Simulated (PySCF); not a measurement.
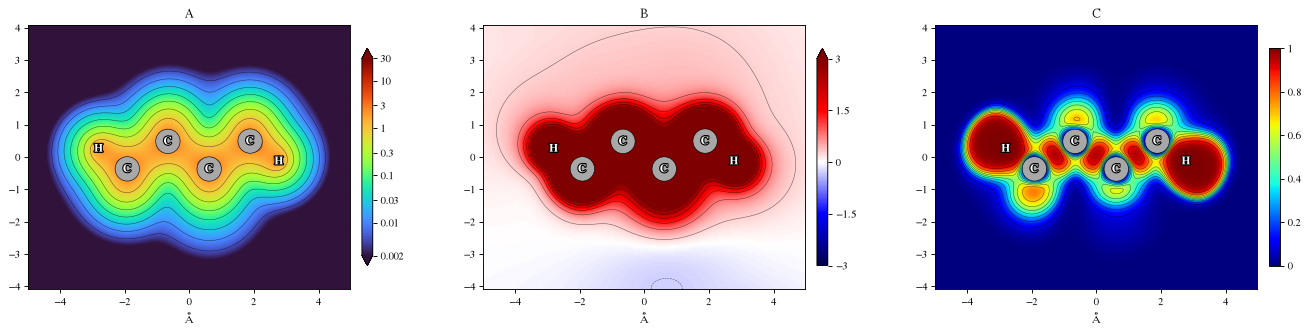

C5H9N: 3 fields on the plane of atoms C3, C4 and H13, with unlabelled colour scales. Grey discs cover the atomic cores.

Geometry: GFN2-xTB, NEB image 0 of 0 to 8.

These are results of PySCF, PBE0/pcSseg-1, SCF density, gas phase, non-relativistic, not measurements.

| atom | x (Å) | y (Å) | z (Å) |
| --- | --- | --- | --- |
| C | 1.8650 | 0.6004 | 0.2699 |
| C | 0.6031 | -0.1668 | 0.6441 |
| C | -0.4407 | -0.1369 | -0.4836 |
| C | -1.6491 | -1.0231 | -0.1647 |
| C | -0.8865 | 1.2211 | -0.6984 |
| N | -1.2479 | 2.2946 | -0.8532 |
| H | 1.6282 | 1.6399 | 0.0528 |
| H | 2.3331 | 0.1636 | -0.6103 |
| H | 2.5814 | 0.5731 | 1.0872 |
| H | 0.1653 | 0.2631 | 1.5481 |
| H | 0.8525 | -1.2093 | 0.8551 |
| H | 0.0277 | -0.4818 | -1.4144 |
| H | -2.3799 | -0.9801 | -0.9697 |
| H | -2.1292 | -0.6950 | 0.7552 |
| H | -1.3275 | -2.0548 | -0.0401 |

Q: Match the panels to the quantities (electron density, electron localisation function and electrostatic potential).

A: Panel A: electron density. Panel B: electrostatic potential (strongly positive close to the atoms and fading to about zero outside). Panel C: electron localisation function. From the grid: C–H (1.09 Å): ρ at the midpoint is about 2 e/Å³; the ELF climbs to about 1 towards the hydrogen, as it does in any bond to H; a covalent bond by its length. C–C (1.52 Å): the density is about 1.6 e/Å³ at the midpoint; the ELF peaks at about 0.95 between the atoms, as expected for a covalent bond.
